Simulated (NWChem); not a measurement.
**AlH3S (SMILES [AlH2][SH]) at 6 levels**

Aim: a comparison of 6 runs (HF/def2-TZVP, B3LYP/6-31G*, B2PLYP/cc-pVDZ, TPSSh/cc-pVTZ, MP2/6-31G*, MP2/def2-TZVP) of AlH3S. 

Program for the calculation: NWChem 7.3.0.

## (1) The structure to begin with

AlH3S has 5 atoms, charge 0, and is taken as a singlet. As SMILES, `[AlH2][SH]`. The shape is that of a PBE0-D4/def2-TZVP optimisation.

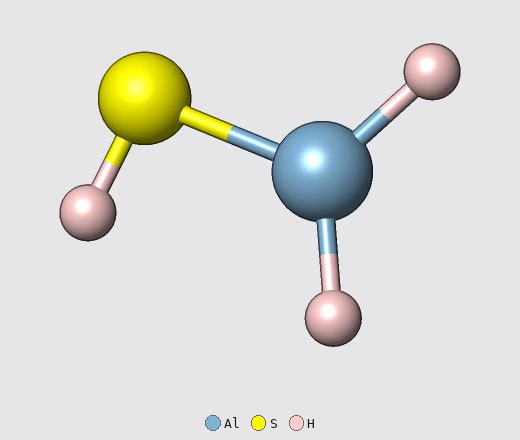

Viewed from a chosen angle; aluminium light blue, sulfur yellow, hydrogen pink.

## (2) Energy and gradient at HF/def2-TZVP (run 1)

File test.nw:

```
start test
memory stack 880 mb heap 220 mb global 1100 mb
geometry units angstroms noautosym nocenter noautoz
  Al   -0.616100   -0.064200   -0.181700
  S     1.129100   -0.343100    1.096600
  H    -1.981700   -0.650100    0.351100
  H    -0.441100    0.696000   -1.556400
  H     1.959700    0.287800    0.249000
end
basis spherical bse
  Al library def2-TZVP
  S library def2-TZVP
  H library def2-TZVP
end
scf
  thresh 1e-08
  maxiter 80
  print medium
end
task scf gradient
```

The run is started by

```sh
$ nwchem test.nw > test.out
```

What it wrote:

```text
[...]
  functions       =    92
[...]
  wavefunction    = RHF
[...]
         Total SCF energy =   -641.248071343279
      One-electron energy =  -1035.812841595054
      Two-electron energy =    320.749865173704
 Nuclear repulsion energy =     73.814905078071
        Time for solution =     24.1s
[...]
                         RHF ENERGY GRADIENTS
    atom               coordinates                        gradient
                 x          y          z           x          y          z
   1 Al     -1.164260  -0.121320  -0.343363    0.003924   0.000312   0.001094
   2 S       2.133690  -0.648365   2.072274   -0.005891  -0.004172   0.005433
   3 H      -3.744870  -1.228511   0.663483   -0.001655  -0.001214   0.001603
   4 H      -0.833558   1.315249  -2.941170    0.000722   0.001360  -0.002287
   5 H       3.703296   0.543863   0.470542    0.002900   0.003715  -0.005842
[...]
```

Run time: 40 s. Hardware: 1 thread of Intel Xeon Platinum 8175M at 2.50GHz (Skylake/Cascade Lake), shared host; peak memory 0.11 GiB.

## (3) Energy and forces at B3LYP/6-31G(d) (spherical functions) (run 2)

File run.py:

```python
from ase import Atoms
from ase.calculators.nwchem import NWChem

atoms = Atoms(['Al', 'S', 'H', 'H', 'H'], positions=[
    [-0.616100, -0.064200, -0.181700],
    [1.129100, -0.343100, 1.096600],
    [-1.981700, -0.650100, 0.351100],
    [-0.441100, 0.696000, -1.556400],
    [1.959700, 0.287800, 0.249000],
])

calc = NWChem(
    label='alh3s',
    theory='dft',
    memory='2200 mb',
    basis='6-31G*',
    basispar='spherical bse',
    dft={'xc': 'b3lyp', 'mult': '1', 'grid': 'xfine', 'convergence': 'energy 1e-08', 'iterations': '100', 'mulliken': None},
)
atoms.calc = calc

forces = atoms.get_forces()
e = atoms.get_potential_energy()
print(f"E = {e:.6f} eV")
print("forces (eV/A):")
for s, f in zip(atoms.symbols, forces):
    print(f"{s:2s} {f[0]:10.5f} {f[1]:10.5f} {f[2]:10.5f}")
print("dipole (e A):", atoms.get_dipole_moment().round(4))
```

The run is started by

```sh
$ export ASE_NWCHEM_COMMAND="nwchem PREFIX.nwi > PREFIX.nwo"
$ python run.py
```

What it wrote:

```text
E = -17481.941983 eV
forces (eV/A):
Al   -0.24009   -0.00802   -0.08778
S     0.05286   -0.09112    0.19638
H    -0.03363   -0.01548    0.01522
H     0.02659    0.02653   -0.03908
H     0.19432    0.08809   -0.08474
dipole (e A): [-0.0201  0.119  -0.2355]
```

The calculator wrote alh3s.nwi:

```
title "alh3s"

permanent_dir alh3s

scratch_dir alh3s

start alh3s

geometry units angstrom nocenter noautosym noautoz
  Al -6.1609999999999998e-01 -6.4199999999999993e-02 -1.8170000000000000e-01
  S  1.1291000000000000e+00 -3.4310000000000002e-01 1.0966000000000000e+00
  H  -1.9817000000000000e+00 -6.5010000000000001e-01 3.5110000000000002e-01
  H  -4.4109999999999999e-01 6.9599999999999995e-01 -1.5564000000000000e+00
  H  1.9597000000000000e+00 2.8780000000000000e-01 2.4900000000000000e-01
end

memory 2200 mb

basis spherical bse noprint
   * library 6-31G*
end

dft
  xc b3lyp
  mult 1
  grid xfine
  convergence energy 1e-08
  iterations 100
  mulliken
end

task dft gradient
```

alh3s.nwo:

```text
Northwest Computational Chemistry Package (NWChem) 7.3.0
             --------------------------------------------------------

           Job information
           ---------------

    nwchem branch   = 7.3.0
    use scalapack   = T
    input           = alh3s.nwi
    prefix          = alh3s.
    data base       = alh3s/alh3s.db
    status          = startup
    nproc           =        1

           Memory information
           ------------------

[... 5 lines left out ...]
    hardfail = no
[... 95 lines left out ...]
  convergence criterion.
[... 42 lines left out ...]
          Spatial weights used:  Erf1
[... 32 lines left out ...]
 1-e energy   =   -1034.331527
[... 45 lines left out ...]
           Coulomb energy =      365.149460417875
[... 365 lines left out ...]
          Convergence on density requested:  1.00D-05
[... 28 lines left out ...]
          total energy or number of iterations.
[... 36 lines left out ...]
                 ----------------------------------------
                 |  Time  |  1-e(secs)   |  2-e(secs)   |
                 ----------------------------------------
                 |  CPU   |       0.00   |       5.09   |
                 ----------------------------------------
                 |  WALL  |       0.00   |       5.09   |
                 ----------------------------------------

 Task  times  cpu:       24.7s     wall:       24.7s
 Total times  cpu:       24.7s     wall:       24.7s
```

Run time: 27 s. Hardware: 1 thread of Intel Xeon Platinum 8175M at 2.50GHz (Skylake/Cascade Lake), shared host; peak memory 0.12 GiB.

## (4) The energy at B2PLYP/cc-pVDZ (run 3)

File nw.nw:

```
start nw
title "AlH3S"
memory 2200 mb

geometry units au noautosym nocenter noautoz
  Al    -1.16426027    -0.12132042    -0.34336324
  S      2.13368977    -0.64836503     2.07227367
  H     -3.74487026    -1.22851095     0.66348284
  H     -0.83355819     1.31524938    -2.94116974
  H      3.70329629     0.54386318     0.47054181
end

basis spherical bse
  * library cc-pVDZ
end

dft
  xc hfexch 0.53 becke88 0.47 lyp 0.73 mp2 0.27
  dftmp2 semidirect
  grid xfine
  convergence energy 1e-08
  maxiter 100
  mulliken
end

mp2
  freeze core 10
end

task dft energy
```

The run is started by

```sh
$ nwchem nw.nw > nw.out
```

What it wrote:

```text
[...]
          Wavefunction type:  closed shell.
          No. of atoms     :     5
          No. of electrons :    32
[...]
          Charge           :     0
          Spin multiplicity:     1
[...]
          AO basis - number of functions:    51
[...]
              XC Information
              --------------
                     Hartree-Fock (Exact) Exchange  0.530
                    Becke 1988 Exchange Functional  0.470
              Lee-Yang-Parr Correlation Functional  0.730
[...]
 d= 0,ls=0.0,diis     1   -642.0882704013 -7.16D+02  8.50D-03  1.19D-01     6.5
[...]
 d= 0,ls=0.0,diis     8   -642.1125156523 -1.66D-09  4.48D-07  2.47D-10    39.3
         Total DFT energy =     -642.112515652288
      One electron energy =    -1035.855711294937
           Coulomb energy =      365.073342461956
    Exchange-Corr. energy =      -45.145046500192
 Nuclear repulsion energy =       73.814899680885
[...]
      Total Density - Mulliken Population Analysis
     ---------------------------------------------
    Atom       Charge   Shell Charges
 -----------   ------   -------------------------------------------------------
    1 Al  13    12.58   2.00  2.01  0.72  0.27  6.01  0.98  0.36  0.22
    2 S   16    16.25   2.00  2.02  0.92  0.86  6.00  2.36  2.04  0.05
    3 H    1     1.13   0.71  0.41  0.01
    4 H    1     1.13   0.71  0.42  0.01
    5 H    1     0.91   0.70  0.17  0.04
[...]
  Basis functions       =     51
[...]
```

Wall time 46 s (1 thread of Intel Xeon Platinum 8175M at 2.50GHz (Skylake/Cascade Lake), shared host); peak memory 0.13 GiB.

Runs 4 to 5 aren't shown in full; the table further down has their settings and results.

## (5) Energy and gradient at MP2/def2-TZVP (run 6)

File struct.xyz:

```xyz
5

Al    -0.616100    -0.064200    -0.181700
S      1.129100    -0.343100     1.096600
H     -1.981700    -0.650100     0.351100
H     -0.441100     0.696000    -1.556400
H      1.959700     0.287800     0.249000
```

File run.py:

```python
from ase.io import read
from ase.calculators.nwchem import NWChem

mol = read('struct.xyz')

calc = NWChem(
    label='struct',
    theory='mp2',
    memory='2200 mb',
    basis='def2-TZVP',
    basispar='spherical bse',
    scf={'nopen': '0', 'rhf': None, 'thresh': '1e-08', 'maxiter': '80'},
    mp2={'freeze': 'core 10', 'tight': None},
)
mol.calc = calc

forces = mol.get_forces()
print(f"energy = {mol.get_potential_energy():.6f} eV")
print("forces (eV/A):")
for s, f in zip(mol.symbols, forces):
    print(f"{s:2s} {f[0]:10.5f} {f[1]:10.5f} {f[2]:10.5f}")
```

The run is started by

```sh
$ export ASE_NWCHEM_COMMAND="nwchem PREFIX.nwi > PREFIX.nwo"
$ python run.py
```

What it wrote:

```text
energy = -17456.058232 eV
forces (eV/A):
Al   -0.13776    0.02736   -0.11148
S     0.14182    0.03301   -0.00216
H     0.09755    0.04618   -0.04607
H    -0.02581   -0.05692    0.09770
H    -0.07580   -0.04952    0.06202
```

The calculator wrote struct.nwi:

```
title "struct"

permanent_dir struct

scratch_dir struct

start struct

geometry units angstrom nocenter noautosym noautoz
  Al -6.1609999999999998e-01 -6.4199999999999993e-02 -1.8170000000000000e-01
  S  1.1291000000000000e+00 -3.4310000000000002e-01 1.0966000000000000e+00
  H  -1.9817000000000000e+00 -6.5010000000000001e-01 3.5110000000000002e-01
  H  -4.4109999999999999e-01 6.9599999999999995e-01 -1.5564000000000000e+00
  H  1.9597000000000000e+00 2.8780000000000000e-01 2.4900000000000000e-01
end

memory 2200 mb

basis spherical bse noprint
   * library def2-TZVP
end

scf
  nopen 0
  rhf
  thresh 1e-08
  maxiter 80
end
mp2
  freeze core 10
  tight
end

task mp2 gradient
```

struct.nwo:

```text
Northwest Computational Chemistry Package (NWChem) 7.3.0
             --------------------------------------------------------

           Job information
           ---------------

    nwchem branch   = 7.3.0
    use scalapack   = T
    input           = struct.nwi
    prefix          = struct.
    data base       = struct/struct.db
    status          = startup
    nproc           =        1

           Memory information
           ------------------

[... 5 lines left out ...]
    hardfail = no
[... 126 lines left out ...]
 Convergence threshold     :          1.000E-08
[... 16 lines left out ...]
      One-electron energy =  -1035.812841595225
[... 36 lines left out ...]
                       ROHF Final Molecular Orbital Analysis
[... 437 lines left out ...]
  MP2 natural orbitals output to struct/struct.mp2nos
[... 11 lines left out ...]
                 ----------------------------------------
                 |  Time  |  1-e(secs)   |  2-e(secs)   |
                 ----------------------------------------
                 |  CPU   |       0.01   |      14.50   |
                 ----------------------------------------
                 |  WALL  |       0.01   |      14.50   |
                 ----------------------------------------
 -----------------------
 Task  times  cpu:       76.2s     wall:       76.2s
 Total times  cpu:       76.2s     wall:       76.2s
```

Wall time 78 s (1 thread of Intel Xeon Platinum 8175M at 2.50GHz (Skylake/Cascade Lake), shared host); peak memory 0.21 GiB.

## (6) Overview of the runs

| run | level | iteration cap | module | energy (Eh) | dipole moment (D) | HOMO energy (eV) | LUMO energy (eV) | wall time |
| --- | --- | --- | --- | --- | --- | --- | --- | --- |
| 1 | HF/def2-TZVP | 80 | scf | -641.248071 | 1.15 | -10.53 | 1.27 | 40 s |
| 2 | B3LYP/6-31G* (spherical functions) | 100 | dft | -642.449523 | 1.27 | -7.51 | -1.59 | 27 s |
| 3 | B2PLYP/cc-pVDZ | 100 | dft | -642.180805 | 1.12 | -8.70 | -0.33 | 46 s |
| 4 | TPSSh/cc-pVTZ | 100 | dft | -642.515435 | 0.95 | – | – | 2.6 min |
| 5 | MP2/6-31G* (spherical functions) | 80 | mp2 | -641.356764 | 1.42 | -10.47 | 1.22 | 24 s |
| 6 | MP2/def2-TZVP | 80 | mp2 | -641.498313 | 1.03 | -10.53 | 1.27 | 78 s |

## (7) Outcome

| quantity | value |
| --- | --- |
| run 6: total energy | -641.49831 Eh |
| run 6: dipole moment (of the density that the program reports) | 1.03 D |
| run 6: HOMO energy (Hartree–Fock orbitals) | -10.53 eV |
| run 6: LUMO energy (Hartree–Fock orbitals) | 1.27 eV |
| run 6: HOMO–LUMO gap (Hartree–Fock orbitals) | 11.79 eV |
| run 6: correlation energy (10 core orbitals frozen) | -250.2 mEh |
| run 6: largest force on an atom | 0.179 eV/Å |

In words: The dipole moment (its size) runs from 0.95 D (TPSSh/cc-pVTZ) to 1.42 D (MP2/6-31G*). The two ends differ in method and basis. Over runs 1, 2, 3 the HOMO–LUMO gap runs from 5.92 eV (B3LYP/6-31G*) to 11.79 eV (HF/def2-TZVP). Totals of different functionals can't be ranked against each other. All runs together took 6.2 min, the longest 2.6 min.
